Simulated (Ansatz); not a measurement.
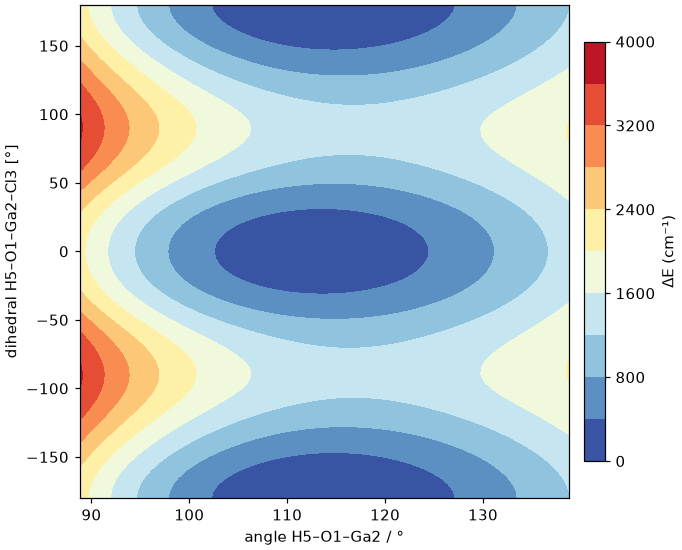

BrClGaHO, SMILES [OH][Ga]([Cl])[Br]. Coordinates scanned: (1) angle H5–O1–Ga2; (2) dihedral H5–O1–Ga2–Cl3. Nothing is relaxed (all other coordinates rigid). The scan uses a 9 × 9 grid; 45 points were computed and 36 follow by symmetry. Points are written as (first, second). Energies are in cm⁻¹, from the lowest grid point. Theory: RKS PBE0-D4/def2-SVP in Ansatz 0.2.0.

In the figure: filled contours. Between grid points the surface is interpolated.

The lowest grid point is at (113.8°, −180°). A higher local minimum lies near (113.8°, −20°) (213 cm⁻¹ above the lowest at that grid point). The highest grid point, (88.8°, −100°), lies 3609 cm⁻¹ above the lowest. On the interpolated surface the easiest way out of the lowest well to the well at about (113°, 0°) passes a barrier of about 1300 cm⁻¹. Round the minimum the two coordinates are nearly uncoupled.

The level of theory is changed to RHF/def2-TZVP in Ansatz; with it change the reference geometry, relaxed at the new level; the new grid has 13 × 12 points, laid about the new relaxed structure.

> What does this change do to the map?

The minimum (interpolated where it lies between grid points) moves from (113.8°, −180°) to (118.5°, −180°). The easiest pass out of the lowest well goes from about 1300 to about 1200 cm⁻¹ on the interpolated surfaces.

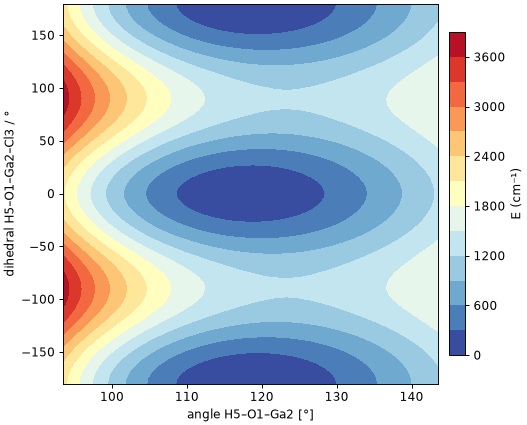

The map after the change, on a colour scale of its own. The picture shows filled contours. Between grid points the surface is interpolated.
